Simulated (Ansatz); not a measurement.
The calculation's input:

```
crystal:
  periodic: [false, false, false]
  atoms:
    - {symbol: Al, position_ang: [0.073432, 0.302511, -0.316334]}
    - {symbol: F, position_ang: [1.586119, -0.395500, -0.709079]}
    - {symbol: O, position_ang: [-0.664031, 1.369203, -1.419405]}
    - {symbol: S, position_ang: [-0.941019, -0.108144, 1.513107]}
basis:
  gaussian: {orbitals: def2-TZVPD}
output: {forces: true, orbitals: {seedname: orbitals}}
hamiltonian: {xc: {name: PBE0}}
magnetization: {spin_polarized: true, initial_magnetization: 1}
total_charge: -1
```

Command:

```sh
ansatz run input.yaml --threads 2 --pin off --max-ram 4350MiB --events-out events.jsonl --progress --plain --runs-dir runs
```

Geometry: B3LYP-D3(BJ)/def2-SVPD.

These are results of isolated molecule in a Gaussian basis; Kohn-Sham density functional theory, functional PBE0 in Ansatz, not measurements.

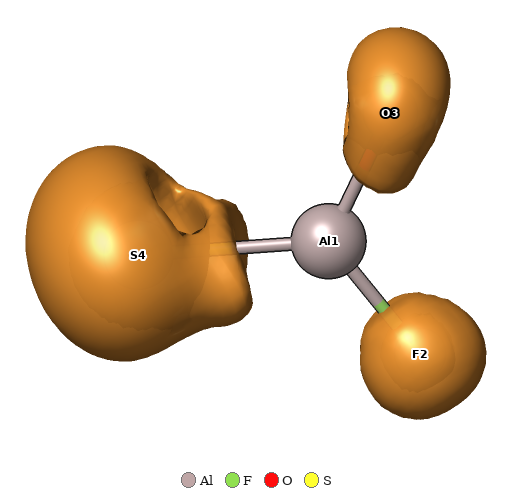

AlFOS (SMILES [O-][Al]([F])[S]) (charge −1, doublet). Isosurface of the ELF at 0.8 (orange), seen at a tilt. Only the valence region is drawn (cores and ρ < 0.01 e/Å³ removed).

Q: What do the ELF domains correspond to?

A: The surface consists of one region on S in which the atom's valence shell and bonds are merged, one region wrapped around F (its valence shell) and one region wrapped around O (its valence shell).

Values along the shortest contacts:
Al–O (1.70 Å): the ELF peaks at about 0.85 in the valence shell of O, 0.6 Å from its nucleus, and is about 0.45 at the midpoint. Al–F (1.71 Å): the ELF peaks at about 0.85 in the valence shell of F, 0.6 Å from its nucleus, and is about 0.30 at the midpoint.
